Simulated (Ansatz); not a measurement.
# SiH3 (silyl radical): UMP2/cc-pVTZ

What is the electronic atomisation energy of SiH3 (silyl radical) at UMP2/cc-pVTZ? 

The calculation is run with Ansatz 0.2.0.

30 further runs of the same task are left out: 30 set aside as unsound or not needed.

**1. The molecule**

SiH3 has 4 atoms, charge 0, and is taken as a doublet. As SMILES, `[SiH3]`. The shape is that of a PBE0-D4/def2-TZVP optimisation.

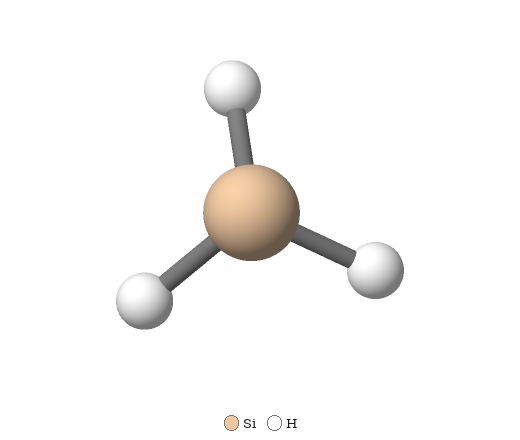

The structure, seen from a chosen angle (silicon light orange, hydrogen white).

**2. The energy at UMP2/cc-pVTZ**

Input file input.yaml:

```yaml
crystal:
  periodic: [false, false, false]
  atoms:
    - {symbol: Si, position_ang: [0.293780, -0.026900, -0.164030]}
    - {symbol: H, position_ang: [0.559150, 0.665300, 1.123900]}
    - {symbol: H, position_ang: [-0.224040, -1.401650, 0.060130]}
    - {symbol: H, position_ang: [-0.628890, 0.763250, -1.019990]}
basis:
  gaussian:
    orbitals: cc-pVTZ
magnetization:
  spin_polarized: true
  initial_magnetization: 1
correlation:
  method: mp2
  frozen_orbitals: {H: 0, Si: 5}
accuracy: high
```

The run is started by

```sh
$ ansatz run input.yaml --threads 1 --pin off --max-ram 3480MiB --events-out events.jsonl --progress --plain --runs-dir runs
```

The program printed:

```text
Warning: RAYON_NUM_THREADS=1 ignored (pool sized by the plan → 1); use --threads N
Functional definition: HF
  name "HF"
  exchange = exact_x
  correlation = 0
1241 factors; integrals over basis functions are off by at most 3.3e-9 eV
mean field evaluation 1: about -7907.9930 eV, gradient 7.1e0 eV
mean field evaluation 2: about -7907.9959 eV, gradient 7.2e0 eV
mean field evaluation 4: about -7908.7167 eV, gradient 6.2e-1 eV
mean field evaluation 8: about -7908.7252 eV, gradient 1.9e-3 eV
mean field -7908.72523735 eV, -290.6402917461 hartree, gradient 7.6e-8 eV, S^2 0.755019; 0 other end points of the search recorded, 0 dependent functions left out
5 core orbitals not correlated: weight in the atoms' cores, before any rotation towards them, 1.000 or more for the frozen orbitals, at most 0.000 for the correlated occupied ones
reference -7908.72523735 eV, -290.6402917461 hartree; 4, 3 occupied and 67, 68 virtual orbitals, 1241 factors
second order -3.17042721 eV of doubles, -0.00000000 eV of singles
Total energy: -7911.89566456 eV, -290.7568027971 hartree
```

Run time: 1 s. Hardware: 1 thread of Arm Neoverse V2, shared host; peak memory 0.15 GiB.

**3. The H atom: a single-point energy at UHF/cc-pVTZ**

Input file job.yaml:

```yaml
crystal:
  periodic: [false, false, false]
  atoms:
    - {symbol: H, position_ang: [0.000000, 0.000000, 0.000000]}
basis:
  gaussian: {orbitals: cc-pVTZ}
magnetization: {spin_polarized: true, initial_magnetization: 1}
hamiltonian: {xc: hf}
accuracy: high
```

Run the same way, it converges to -0.49981 Eh (log not shown).

**4. The Si atom at the same level**

Input file input.yaml:

```yaml
basis:
  gaussian:
    orbitals: cc-pVTZ
crystal:
  periodic: [false, false, false]
  atoms:
    - {symbol: Si, position_ang: [0.000000, 0.000000, 0.000000]}
magnetization:
  spin_polarized: true
  initial_magnetization: 2
correlation:
  method: mp2
  frozen_orbitals: {Si: 5}
accuracy: high
```

The run is started by

```sh
$ ansatz run input.yaml --threads 1 --pin off --max-ram 3480MiB --events-out events.jsonl --progress --plain --runs-dir runs
```

The program printed:

```text
Warning: RAYON_NUM_THREADS=1 ignored (pool sized by the plan → 1); use --threads N
[... 4 set-up lines as earlier in the session ...]
342 factors; integrals over basis functions are off by at most 3.0e-9 eV
mean field evaluation 1: about -7859.9623 eV, gradient 4.0e0 eV
mean field evaluation 2: about -7859.9629 eV, gradient 4.0e0 eV
mean field evaluation 4: about -7860.1832 eV, gradient 2.3e-1 eV
mean field evaluation 8: about -7860.1838 eV, gradient 6.6e-4 eV
mean field evaluation 16: about -7860.1838 eV, gradient 1.3e-3 eV
mean field evaluation 32: about -7860.1838 eV, gradient 1.3e-3 eV
mean field -7860.18381843 eV, -288.8564275033 hartree, gradient 2.2e-8 eV, S^2 2.014737; 5 other end points of the search recorded, 0 dependent functions left out
5 core orbitals not correlated: weight in the atoms' cores, before any rotation towards them, 1.000 or more for the frozen orbitals, at most 0.000 for the correlated occupied ones
reference -7860.18381843 eV, -288.8564275033 hartree; 3, 1 occupied and 26, 28 virtual orbitals, 342 factors
second order -1.52591100 eV of doubles, -0.00000000 eV of singles
Total energy: -7861.70972943 eV, -288.9125036984 hartree
```

Run time: 0.2 s. Hardware: 1 thread of Arm Neoverse V2, shared host.

**5. Results**

At UMP2/cc-pVTZ, 5 core orbitals frozen:

| quantity | value |
| --- | --- |
| molecule: total energy | -290.75680 Eh |
| molecule: correlation energy (5 core orbitals frozen) | -116.5 mEh |
| molecule: ⟨S²⟩ of the reference determinant | 0.755 |
| H atom: total energy | -0.49981 Eh |
| H atom: ⟨S²⟩ | 0.750 |
| Si atom: total energy | -288.91250 Eh |
| Si atom: correlation energy (5 core orbitals frozen) | -56.1 mEh |
| Si atom: ⟨S²⟩ of the reference determinant | 2.015 |
| electronic atomisation energy | 9.384 eV |

**Reading.** Taking the molecule apart into free atoms costs 9.38 eV (905 kJ/mol), before zero-point energy and without spin-orbit coupling.
